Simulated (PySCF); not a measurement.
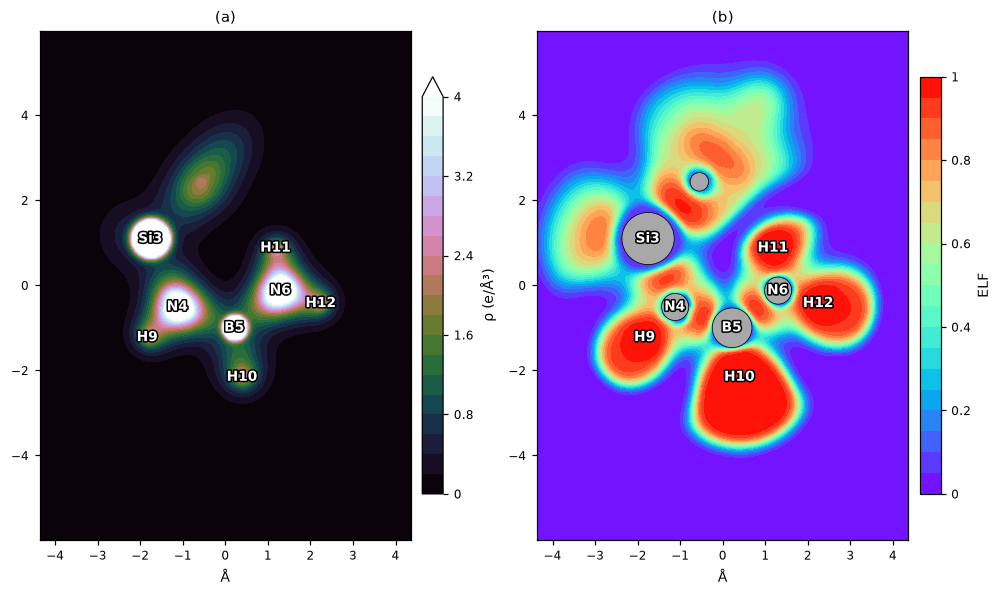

Figure 1: C$_{2}$H$_{6}$BN$_{2}$Si (SMILES C#C[SiH]NBN) (doublet). (a) electron density; (b) ELF on the plane of atoms N4, B5 and H10. Grey discs cover the atomic cores in the ELF map.

Geometry: GFN2-xTB.

These are results of UKS B3LYP, pcH-1 on B C H N Si, non-relativistic, mean-field spin-orbit, GIAO (PySCF), not measurements.

```xyz
12

C     2.4196    1.3285   -0.3649
C     1.8006    0.4091    0.1195
Si    1.0459   -1.1581    0.6826
N    -0.6218   -1.3717    0.2783
B    -1.6045   -0.4604   -0.2069
N    -1.2852    0.8713   -0.4529
H     2.9256    2.1648   -0.7540
H     1.2808   -1.4155    2.1025
H    -0.9563   -2.3133    0.4127
H    -2.7013   -0.8419   -0.3908
H    -0.3575    1.2414   -0.3294
H    -1.9447    1.5452   -0.7953
```

Describe what can be read from this map.

Answer. The section cuts through Si, N, B and H sites. B–N (1.39 Å): ρ is about 1.9 e/Å³ halfway; the ELF peaks at about 0.95 between the atoms: a polar covalent bond. Si–N (1.73 Å): ρ at the midpoint is about 1.1 e/Å³; the ELF peaks at about 0.90 between the atoms; a shared but strongly polarised pair. N–H (1.00 Å): ρ is about 2.9 e/Å³ halfway; the ELF climbs to about 1 towards the hydrogen, as it does in any bond to H: a covalent bond by its length. B–H (1.18 Å): ρ at the midpoint is about 1.3 e/Å³; the ELF climbs to about 1 towards the hydrogen (an ordinary covalent bond to hydrogen).
